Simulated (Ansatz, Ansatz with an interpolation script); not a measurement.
# Ba2CaMoO6 (Fm-3m): what limits a Wannier interpolation of GW

Wanted: errors and cost of interpolated bands of Ba2CaMoO6 (Fm-3m) under coarser or faulty settings.

Method: maximally localised Wannier functions, LDA, plane waves, PAW; PAW set soft_1, in Ansatz 0.2.0.

## 1. The starting structure

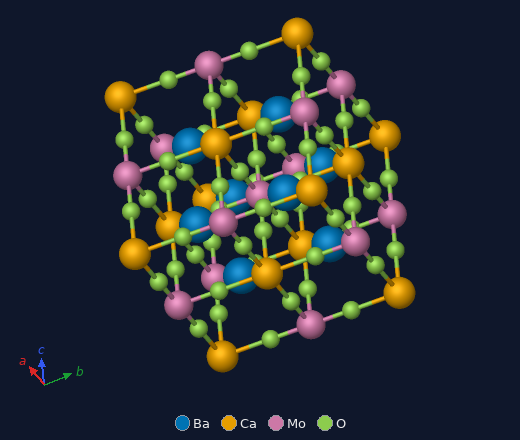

The starting structure, seen from a free direction (barium blue, calcium orange, molybdenum pink, oxygen green). This picture shows the conventional cell, with its axes. Some periodic images of atoms are drawn too.

The cell and positions come from the Crystallography Open Database and are kept as given unless a step says otherwise. Spin-orbit coupling is left out unless a step names it.

## 2. Wannier model on 8×8×8

Localised functions give a small Hamiltonian that interpolates between mesh points at no cost.

File input.yaml:

```yaml
crystal:
  lattice:
    - [0.0, 4.1900565, 4.1900565]
    - [4.1900565, 0.0, 4.1900565]
    - [4.1900565, 4.1900565, 0.0]
  atoms:
    - { symbol: Ba, position: [0.25, 0.25, 0.25] }
    - { symbol: Ba, position: [0.75, 0.75, 0.75] }
    - { symbol: Ca, position: [0.0, 0.0, 0.0] }
    - { symbol: Mo, position: [0.5, 0.5, 0.5] }
    - { symbol: O, position: [0.72814, 0.27186, 0.27186] }
    - { symbol: O, position: [0.27186, 0.72814, 0.27186] }
    - { symbol: O, position: [0.27186, 0.72814, 0.72814] }
    - { symbol: O, position: [0.72814, 0.27186, 0.72814] }
    - { symbol: O, position: [0.27186, 0.27186, 0.72814] }
    - { symbol: O, position: [0.72814, 0.72814, 0.27186] }
kpoints:
  mp_grid: { grid: [4, 4, 4] }
hamiltonian:
  xc: lda
  pseudopotentials: { kind: paw, azcp: { folder: soft_1 }, xc_functional: pbe }
scf:
  occupations: { method: fixed }
  n_extra_bands: 78
output:
  wannier:
    kmesh: [8, 8, 8]
    projections: [{ species: Mo, l: d, shell: 4 }, { species: O, l: p, shell: 2 }]
    minimise: true
    write_hr: true
    seedname: w
    conv_tol: 1.0e-06
    max_iter: 20000
    stability_check: false
    disentanglement:
      window: [4.09, 17.09]
      frozen_window: [4.09, 13.21]
      conv_tol: 1.0e-08
```

Run with:

```sh
ansatz run input.yaml --threads 2 --pin off --max-ram 92160MiB --backend cuda --events-out ev --progress --plain --runs-dir out --devices 1 --max-vram 13GiB
```

Numbers of over 12 decimals in the logs are rounded to 6 here.

The log of the run:

```text
scf.n_extra_bands = 78 over 40 filled bands (N_el = 80.0): the run solves 118 bands
GPUs: using 1 of 1 available (devices: 1).
Engine: ansatz 0.2.0, x86_64-unknown-linux-gnu
Pseudopotentials: kind: paw
Pseudopotential: Ba, paw, valence charge 10, recommended cutoff 420 eV (normal), soft_1/Ba.paw.azcp
Pseudopotential: Ca, paw, valence charge 10, recommended cutoff 420 eV (normal), soft_1/Ca.paw.azcp
Pseudopotential: Mo, paw, valence charge 14, recommended cutoff 420 eV (normal), soft_1/Mo.paw.azcp
Pseudopotential: O, paw, valence charge 6, recommended cutoff 420 eV (normal), soft_1/O.paw.azcp
Functional definition: SPW92
  exchange = slater_x
  correlation = pw_c
device memory: the entry about to start is reckoned to put 3.2 GiB on a device that reports 44.7 GiB free (of which the cap on the GPU budget leaves the run 13.0 GiB)
GPU FFT provider: cuFFT
GPU libraries: cuBLAS 13.8.2, cuFFT 12.4.0, cuSOLVER 12.3.4
Crystal: 10 atoms, lattice volume = 147.126 Å³
Basis set: ecut = 420 eV, 2891 PW (Γ)
Bands: 118, of which v1, the nominal top of the filled ones, is band 40 counted from 1 (39 counted from 0)
Symmetry: 48 space group operations
Space group: Fm-3m (ITA 225), of the structure as read, at distance tolerance 5.3e-5 Å
k-points: 8 of 64
Non-local potential: Ba, projectors of the file, l = 0: 3, l = 1: 2, l = 2: 2, l = 3: 2
Non-local potential: Ca, projectors of the file, l = 0: 3, l = 1: 2, l = 2: 2
Non-local potential: Mo, projectors of the file, l = 0: 3, l = 1: 2, l = 2: 2, l = 3: 1
Non-local potential: O, projectors of the file, l = 0: 2, l = 1: 2, l = 2: 1
PAW form: soft (Blöchl's): semilocal exchange-correlation on the pseudo side does not see the compensation charge
PAW frozen core: Ba, regenerated for the run's functional, and the local potential with it (the file was generated under x = pbe(κ = 0.804, μ = 0.219515), c = pbe(β = 0.066725))
PAW frozen core: Ca, regenerated for the run's functional, and the local potential with it (the file was generated under x = pbe(κ = 0.804, μ = 0.219515), c = pbe(β = 0.066725))
PAW frozen core: Mo, regenerated for the run's functional, and the local potential with it (the file was generated under x = pbe(κ = 0.804, μ = 0.219515), c = pbe(β = 0.066725))
PAW frozen core: O, regenerated for the run's functional, and the local potential with it (the file was generated under x = pbe(κ = 0.804, μ = 0.219515), c = pbe(β = 0.066725))
PAW one-centre angular grid: Ba, 194 points (default); XC on 64 Gauss nodes
PAW one-centre angular grid: Ca, 110 points (default); XC on 64 Gauss nodes
PAW one-centre angular grid: Mo, 590 points (default); XC on 64 Gauss nodes
PAW one-centre angular grid: O, 110 points (default); XC on 64 Gauss nodes
[...]
SCF iter   6: F=—  HF=-21519.556145 eV  |F-HF|=—  |Δ(HF+E_count)|=   6.23e-3  Δρ=1.53e-3  dr2=4.27e-3  ethr=6.32e-5  ⟨swp⟩=2.0  Hψ=527  notcnv=0  defer=603
SCF iter   7: F=—  HF=-21519.555572 eV  |F-HF|=—  |Δ(HF+E_count)|=   5.72e-4  Δρ=1.22e-4  dr2=2.44e-5  ethr=5.34e-6  ⟨swp⟩=2.0  Hψ=527  notcnv=0  defer=603
SCF iter   8: F=—  HF=-21519.555385 eV  |F-HF|=—  |Δ(HF+E_count)|=   1.88e-4  Δρ=5.17e-5  dr2=5.75e-6  ethr=3.05e-8  ⟨swp⟩=2.0  Hψ=558  notcnv=0  defer=590
SCF iter   9: F=—  HF=-21519.555384 eV  |F-HF|=—  |Δ(HF+E_count)|=   8.63e-7  Δρ=1.42e-5  dr2=4.15e-7  ethr=7.19e-9  ⟨swp⟩=2.0  Hψ=426  notcnv=0  defer=591
SCF iter  10: F=-21519.555384 eV  HF=-21519.555384 eV  |F-HF|=1.25e-9  |Δ(HF+E_count)|=   1.03e-7  Δρ=9.12e-7  dr2=1.58e-9  ethr=1.25e-10  ⟨swp⟩=14.4  Hψ=7792  notcnv=0
SCF 1 converged in 10 iterations: F = -21519.555384 eV  dr2 = 1.58e-9
[...]
device memory: the entry about to start is reckoned to put 3.8 GiB (of the 3.9 GiB reckoned in all, the device holds 0.1 GiB already) on a device that reports 50.1 GiB free (of which the cap on the GPU budget leaves the run 13.0 GiB)
NSCF: frozen V_eff on 8 k-points
[...]
device memory: the entry about to start is reckoned to put 2.9 GiB on a device that reports 50.2 GiB free (of which the cap on the GPU budget leaves the run 13.0 GiB)
NSCF: frozen V_eff on 32 k-points
the Wannier pass solved 32 of the 512 points of its mesh, and has the states at the others by symmetry: states obtained by the crystal's operations at points that were solved too leave a residual of 3.80e-13 eV (read by the count's bands and the next), within 5.56e-6 eV
SCF converged after 10 iterations
Free energy (F): -21519.555384 eV
Harris-Foulkes:  -21519.555384 eV  (|F-HF|=1.25e-9)
Internal energy: -21519.555384 eV  (E = F + TS)
E sigma→0 (E₀):  -21519.555384 eV
Fermi energy:    8.773605 eV
--- Per-component energies (eV) ---
  E_band       = -305.313251
  E_kinetic    = 2000.772139
  E_local      = -4724.223333  (includes V_loc(G=0)·N_el)
  E_nonlocal   = 757.781162
  E_hartree    = 1713.926405
  E_xc         = -1120.605627
  E_vxc        = -1182.297485  (∫ρ·V_xc dr)
  E_paw        = -14883.269052  (= ΣΔE_a)
  E_vpaw       = -585.204661  (= ΣTr[D̂ρ^β])
  E_aug_tail   = 0.004744  (compensation charges beyond the density's cutoff)
  E_ewald      = -5265.844372
  E_core_change = 1.902550  (= ΣΔE_core)
  E_smearing   = -0.000000  (= −TS)
  E_closure    = -0.000000  (closes the sum)
  Σ components = -21519.555384   (vs F -21519.555384, Δ=0.00e0)
--- Band table (eV; the first three rows and the last of 8) ---
  k-point 0: bands = [... 36 lower, 8.4512, 8.7736, 8.7736, 8.7736, 11.3150, 11.3150, 11.3150, 13.3095, ... 74 higher]
  k-point 1: bands = [... 36 lower, 8.2006, 8.5533, 8.5533, 8.6431, 11.4443, 11.5483, 11.5483, 13.9951, ... 74 higher]
  k-point 2: bands = [... 36 lower, 7.9932, 8.3132, 8.3132, 8.4650, 11.6228, 11.7317, 11.7317, 15.0200, ... 74 higher]
  k-point 7: bands = [... 36 lower, 7.9356, 7.9356, 8.4043, 8.4043, 11.5536, 11.5536, 12.1046, 15.2386, ... 74 higher]
Wannier search: line search 1 of at most 20000: gauge-dependent spread (as the search counts it) 1.4792107 Å², largest recent change 1.2e-1 Å² against conv_tol 1.0e-6 Å², 0 stops escaped
```

The job ended after 24 s (1 × NVIDIA H100 80GB HBM3 (shared by 6 runs) with 2 threads of AMD EPYC 7R13 (Zen 3), shared host; peak memory 2 GiB; 28 s of CPU time).

Reading the cycles: dr2 is the Hartree energy of the density residual (eV), the measure of convergence; HF is the Harris–Foulkes estimate of the energy, which meets the free energy F at convergence.

Numbers from this step:

```
gauge-invariant spread     : 43.08 Å²
diagonal spread            : 0.003948 Å²
off-diagonal spread        : 1.219 Å²
total spread               : 44.31 Å²
least projectability       : 0.1318
localisation steps         : 64
disentanglement steps      : 271
r.m.s. interpolation error : 1.83e-4 eV
r.m.s. error near the gap  : 1.98e-4 eV
```

Near the gap the model misses directly solved bands by 0.2 meV r.m.s. and by 1 meV at most in the window tested. This tests the starting bands, not the corrections carried with them.

## 3. Wannier model on 4×4×4

input.yaml: that of step 2 with these lines changed.

```diff
@@ -26,3 +26,3 @@
   wannier:
-    kmesh: [8, 8, 8]
+    kmesh: [4, 4, 4]
     projections: [{ species: Mo, l: d, shell: 4 }, { species: O, l: p, shell: 2 }]
```

The log of the run:

```text
[...]
GPUs: using 1 of 1 available (devices: 1).
[...]
GPU FFT provider: cuFFT
GPU libraries: cuBLAS 13.8.2, cuFFT 12.4.0, cuSOLVER 12.3.4
Crystal: 10 atoms, lattice volume = 147.126 Å³
Basis set: ecut = 420 eV, 2891 PW (Γ)
Bands: 118, of which v1, the nominal top of the filled ones, is band 40 counted from 1 (39 counted from 0)
Symmetry: 48 space group operations
[...]
k-points: 8 of 64
[...]
GPU buffer pool allocated for 64000 grid points (all kernels)
[...]
SCF iter   1: F=—  HF=-21531.401555 eV  |F-HF|=—  |Δ(HF+E_count)|=         —  Δρ=1.06e-1  dr2=4.75e1  ethr=3.10e-3  ⟨swp⟩=5.8  Hψ=3605  notcnv=0  defer=600
[...]
SCF iter  10: F=-21519.555384 eV  HF=-21519.555384 eV  |F-HF|=1.25e-9  |Δ(HF+E_count)|=   1.03e-7  Δρ=9.12e-7  dr2=1.58e-9  ethr=1.25e-10  ⟨swp⟩=14.4  Hψ=7792  notcnv=0
SCF 1 converged in 10 iterations: F = -21519.555384 eV  dr2 = 1.58e-9
[...]
NSCF: frozen V_eff on 8 k-points
[...]
SCF converged after 10 iterations
Free energy (F): -21519.555384 eV
[...]
Internal energy: -21519.555384 eV  (E = F + TS)
E sigma→0 (E₀):  -21519.555384 eV
Fermi energy:    8.773605 eV
[...]
--- Band table (eV; the first three rows and the last of 8) ---
  k-point 0: bands = [... 36 lower, 8.4512, 8.7736, 8.7736, 8.7736, 11.3150, 11.3150, 11.3150, 13.3095, ... 74 higher]
  k-point 1: bands = [... 36 lower, 8.2006, 8.5533, 8.5533, 8.6431, 11.4443, 11.5483, 11.5483, 13.9951, ... 74 higher]
  k-point 2: bands = [... 36 lower, 7.9932, 8.3132, 8.3132, 8.4650, 11.6228, 11.7317, 11.7317, 15.0200, ... 74 higher]
  k-point 7: bands = [... 36 lower, 7.9356, 7.9356, 8.4043, 8.4043, 11.5536, 11.5536, 12.1046, 15.2386, ... 74 higher]
[...]
```

Elapsed: 11 s, on 1 × NVIDIA H100 80GB HBM3 (shared by 6 runs) with 2 threads; peak memory 1.1 GiB; 10 s of CPU time.

Numbers from this step:

```yaml
gauge_invariant_spread: 38.91 Å²
diagonal_spread: 0.003039 Å²
off_diagonal_spread: 2.040 Å²
total_spread: 40.95 Å²
least_projectability: 0.1308
localisation_steps: 22
disentanglement_steps: 53
r_m_s_interpolation_error: 0.002916 eV
r_m_s_error_near_the_gap: 0.003030 eV
```

Near the gap the model misses directly solved bands by 3.0 meV r.m.s. and by 17 meV at most in the window tested. This tests the starting bands, not the corrections carried with them.

Frozen up to 4.44 eV; above it the model need not follow the bands. The electronic bands at the labelled points (eV, zero at the valence-band top; v1 is the highest filled band, c1 the lowest empty one):

| point | v4 | v3 | v2 | v1 | c1 | c2 | c3 | c4 |
| --- | --- | --- | --- | --- | --- | --- | --- | --- |
| Γ | -0.32 | 0.00 | 0.00 | 0.00 | 2.54 | 2.54 | 2.54 | 7.05 |
| X | -1.00 | -0.53 | -0.53 | -0.05 | 2.14 | 3.34 | 3.34 | 6.38 |
| U | -0.77 | -0.76 | -0.73 | -0.18 | 2.49 | 3.16 | 3.22 | 6.67 |
| jump to K | -0.77 | -0.76 | -0.73 | -0.18 | 2.49 | 3.16 | 3.22 | 6.67 |
| Γ | -0.32 | 0.00 | 0.00 | 0.00 | 2.54 | 2.54 | 2.54 | 7.05 |
| L | -0.78 | -0.46 | -0.46 | -0.31 | 2.85 | 2.96 | 2.96 | 7.36 |
| W | -0.84 | -0.84 | -0.37 | -0.37 | 2.78 | 2.78 | 3.33 | 6.61 |
| X | -1.00 | -0.53 | -0.53 | -0.05 | 2.14 | 3.34 | 3.34 | 6.38 |

The same for Kohn-Sham, solved directly:

| point | v4 | v3 | v2 | v1 | c1 | c2 | c3 | c4 |
| --- | --- | --- | --- | --- | --- | --- | --- | --- |
| Γ | -0.32 | 0.00 | 0.00 | 0.00 | 2.54 | 2.54 | 2.54 | 4.54 |
| X | -1.00 | -0.53 | -0.53 | -0.05 | 2.14 | 3.34 | 3.34 | 6.03 |
| U | -0.77 | -0.76 | -0.72 | -0.18 | 2.49 | 3.16 | 3.22 | 6.30 |
| K | -0.77 | -0.76 | -0.72 | -0.18 | 2.49 | 3.16 | 3.22 | 6.30 |
| Γ | -0.32 | 0.00 | 0.00 | 0.00 | 2.54 | 2.54 | 2.54 | 4.54 |
| L | -0.78 | -0.46 | -0.46 | -0.31 | 2.85 | 2.96 | 2.96 | 6.25 |
| W | -0.84 | -0.84 | -0.37 | -0.37 | 2.78 | 2.78 | 3.33 | 6.47 |
| X | -1.00 | -0.53 | -0.53 | -0.05 | 2.14 | 3.34 | 3.34 | 6.03 |

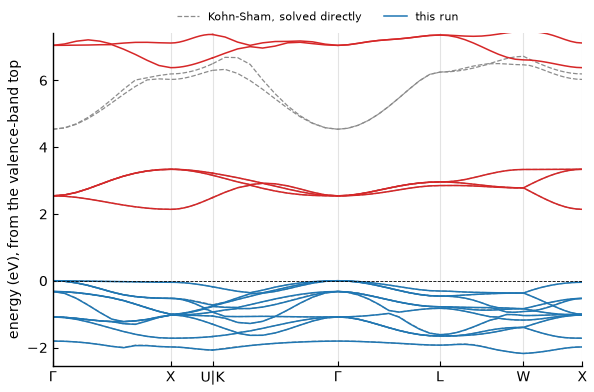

Electronic bands along the path; lines of filled and empty bands in two colours; dashed: Kohn-Sham, solved directly.

## 4. A faulty Wannier input

input.yaml: that of step 3 with these lines changed.

```diff
@@ -34,5 +34,2 @@
     stability_check: false
-    disentanglement:
-      window: [4.09, 17.09]
-      frozen_window: [4.09, 13.21]
-      conv_tol: 1.0e-08
+    disentanglement: { window: [4.09, 17.09] }
```

The log of the run:

```text
[...]
GPUs: using 1 of 1 available (devices: 1).
[...]
GPU FFT provider: cuFFT
GPU libraries: cuBLAS 13.8.2, cuFFT 12.4.0, cuSOLVER 12.3.4
Crystal: 10 atoms, lattice volume = 147.126 Å³
Basis set: ecut = 420 eV, 2891 PW (Γ)
Bands: 118, of which v1, the nominal top of the filled ones, is band 40 counted from 1 (39 counted from 0)
Symmetry: 48 space group operations
[...]
k-points: 8 of 64
[...]
GPU buffer pool allocated for 64000 grid points (all kernels)
[...]
SCF iter   1: F=—  HF=-21531.401555 eV  |F-HF|=—  |Δ(HF+E_count)|=         —  Δρ=1.06e-1  dr2=4.75e1  ethr=3.10e-3  ⟨swp⟩=5.8  Hψ=3605  notcnv=0  defer=600
[...]
SCF iter  10: F=-21519.555384 eV  HF=-21519.555384 eV  |F-HF|=1.25e-9  |Δ(HF+E_count)|=   1.03e-7  Δρ=9.12e-7  dr2=1.58e-9  ethr=1.25e-10  ⟨swp⟩=14.4  Hψ=7792  notcnv=0
SCF 1 converged in 10 iterations: F = -21519.555384 eV  dr2 = 1.58e-9
[...]
SCF converged after 10 iterations
Free energy (F): -21519.555384 eV
[...]
Internal energy: -21519.555384 eV  (E = F + TS)
E sigma→0 (E₀):  -21519.555384 eV
Fermi energy:    8.773605 eV
[...]
--- Band table (eV; the first three rows and the last of 8) ---
  k-point 0: bands = [... 36 lower, 8.4512, 8.7736, 8.7736, 8.7736, 11.3150, 11.3150, 11.3150, 13.3095, ... 74 higher]
  k-point 1: bands = [... 36 lower, 8.2006, 8.5533, 8.5533, 8.6431, 11.4443, 11.5483, 11.5483, 13.9951, ... 74 higher]
  k-point 2: bands = [... 36 lower, 7.9932, 8.3132, 8.3132, 8.4650, 11.6228, 11.7317, 11.7317, 15.0200, ... 74 higher]
  k-point 7: bands = [... 36 lower, 7.9356, 7.9356, 8.4043, 8.4043, 11.5536, 11.5536, 12.1046, 15.2386, ... 74 higher]
[...]
```

Wall time 14 s (1 × NVIDIA H100 80GB HBM3 (shared by 6 runs) with 2 threads); peak memory 1.1 GiB.

This step gave:

| Quantity | Value |
| --- | --- |
| gauge-invariant spread | 34.53 Å² |
| diagonal spread | 0.004092 Å² |
| off-diagonal spread | 1.619 Å² |
| total spread | 36.16 Å² |
| least projectability | 0.1292 |
| localisation steps | 22 |
| disentanglement steps | 118 |
| r.m.s. interpolation error | 0.1905 eV |
| r.m.s. error near the gap | 0.2303 eV |

No frozen window. Electronic bands along the path, in eV, zero at the valence-band top; v1 is the highest filled band, c1 the lowest empty one:

| point | v4 | v3 | v2 | v1 | c1 | c2 | c3 | c4 |
| --- | --- | --- | --- | --- | --- | --- | --- | --- |
| Γ | -0.27 | 0.00 | 0.00 | 0.00 | 3.00 | 3.00 | 3.00 | 7.09 |
| X | -0.53 | -0.53 | -0.53 | -0.05 | 2.80 | 3.34 | 3.34 | 6.39 |
| U | -0.70 | -0.44 | -0.42 | -0.15 | 2.93 | 3.21 | 3.31 | 6.67 |
| jump to K | -0.70 | -0.44 | -0.42 | -0.15 | 2.93 | 3.21 | 3.31 | 6.67 |
| Γ | -0.27 | 0.00 | 0.00 | 0.00 | 3.00 | 3.00 | 3.00 | 7.09 |
| L | -0.78 | -0.45 | -0.45 | -0.31 | 2.85 | 3.16 | 3.16 | 7.38 |
| W | -0.74 | -0.52 | -0.26 | -0.26 | 3.06 | 3.06 | 3.34 | 6.62 |
| X | -0.53 | -0.53 | -0.53 | -0.05 | 2.80 | 3.34 | 3.34 | 6.39 |

The same for Kohn-Sham, solved directly:

(Unchanged from step 3.)

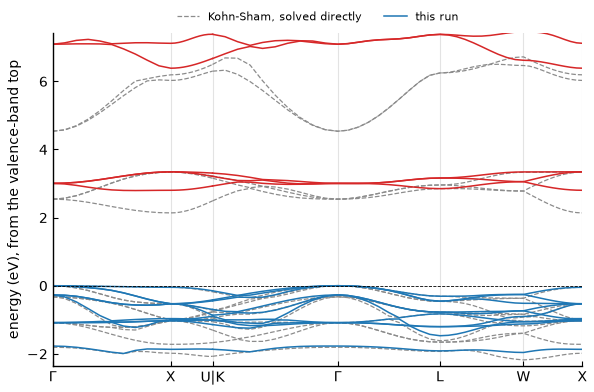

Electronic bands along the path; lines of filled and empty bands in two colours; dashed: Kohn-Sham, solved directly.

The fault put into this input: nothing frozen.

## 5. G0W0: 4×4×4 mesh, 613 empty bands, screening to 150 eV, PAW set soft_1 files

G0W0 replaces the xc potential by the self-energy, built once from these orbitals. Only a window of levels is corrected, while the sums run over the empty bands that the input names.

This step: G0W0 on LDA, plane waves, PAW; PAW set soft_1.

input.yaml, the sections that differ from step 4:

```yaml
scf:
  occupations: { method: fixed }
gw:
  n_empty_bands: 613
  ecut_chi: 150.0
  qp_bands: [v18, c3]
  screening: { model: contour_deformation }
# crystal, kpoints, hamiltonian: as in step 4
# output: removed
```

The log of the run:

```text
GPUs: using 1 of 1 available (devices: 1).
[...]
GPU FFT provider: cuFFT
GPU libraries: cuBLAS 13.8.2, cuFFT 12.4.0, cuSOLVER 12.3.4
Crystal: 10 atoms, lattice volume = 147.126 Å³
Basis set: ecut = 420 eV, 2891 PW (Γ)
Bands: 50, of which v1, the nominal top of the filled ones, is band 40 counted from 1 (39 counted from 0)
Symmetry: 48 space group operations
[...]
k-points: 8 of 64
[...]
7    27      5.0412   -23.1236     4.5738   -18.4220  0.5454     4.9066     4.9133  root ?
[...]
7    40      8.4043   -24.8079     4.3815   -20.0082  0.7182     7.9824     7.9861  root
     7    41     11.5536   -15.1601    -4.6102   -20.9621  0.7601    12.7686    12.7454  root
     7    42     11.5536   -15.1601    -4.6102   -20.9621  0.7601    12.7686    12.7454  root
     7    43     12.1046   -16.5064    -4.8117   -22.5593  0.7422    13.3786    13.3458  root
[key lines of the parts left out:]
SCF converged after 10 iterations
Free energy (F): -21519.555384 eV
Fermi energy:    8.773608 eV
```

Wall time 46 s (1 × NVIDIA H100 80GB HBM3 (shared by 6 runs) with 2 threads); peak memory 1.8 GiB.

The G0W0 gap on the mesh is 3.705 eV.

(Continued in part 2 of 2.)

[Paths, hosts, dates, memory and timing lines, banners, echoed tables and standing remarks are left out of the program output.]

[Logs are printed without paths, hosts, clocks, repeated set-up lines and the standing remarks that a program may print on its own settings, such as how far it seeks lower states.]

[Runs of the session that timed out or met a known fault of the program may be left out.]

[Hosts, paths, dates, database ids (printed as entryN), source tags and the programs' standing remarks are cut or masked in the printed files.]
